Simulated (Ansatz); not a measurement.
The calculation's input:

```
crystal:
  periodic: [false, false, false]
  atoms:
    - {symbol: F, position_ang: [-0.037230, 0.291149, -1.364250]}
    - {symbol: H, position_ang: [0.453716, -0.472500, -1.600074]}
basis:
  gaussian: {orbitals: "def2-TZVPPD.json"}
hamiltonian: {xc: pbe0, dispersion: d4}
output: {orbitals: {seedname: orbitals}}
```

Command:

```sh
ansatz run in.yaml --threads 4 --pin off --events-out ev --progress --plain --max-ram 9574MiB
```

Geometry: PBE0-D4/def2-TZVP.

Theory: RKS PBE0-D4/def2-TZVPPD in Ansatz 0.2.0.

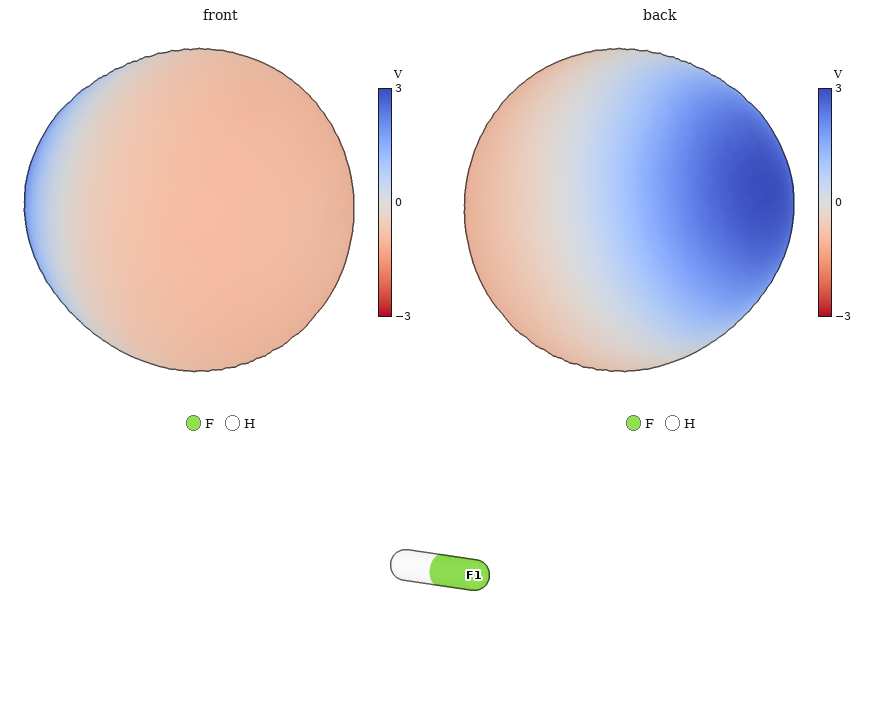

HF. The molecular electrostatic potential painted on the density surface at 0.001 e/bohr³, seen from the front and from behind; red is negative and blue positive. The bare structure is drawn below in the same view.

Q: Where is the surface potential most negative and most positive?

A: The most negative region (about −0.9 V) lies over F1, the most positive (about +2.9 V) over H2.
